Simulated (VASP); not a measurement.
Band structure of BeSe (zinc blende). These are PBE GGA, VASP's PBE PAW potentials (set 64) (plane waves; VASP) values and carry that method's errors.

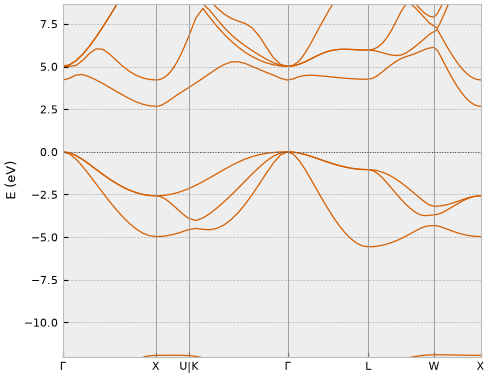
Bands along high-symmetry lines, zero at the valence-band maximum or, without a gap, the Fermi level

Question: Read the plot: is there a gap, and where are the band edges?

Answer: The gap is indirect, 2.67 eV, from the valence maximum at Γ to the conduction minimum at X. (Edges off the drawn lines would not show.)

Measured: gap 4.00 eV (computed value off by -1.33 eV), as given by Das et al., (2018), arXiv:1807.05623.

The compound is BeSe in the zinc blende structure. It was relaxed first.
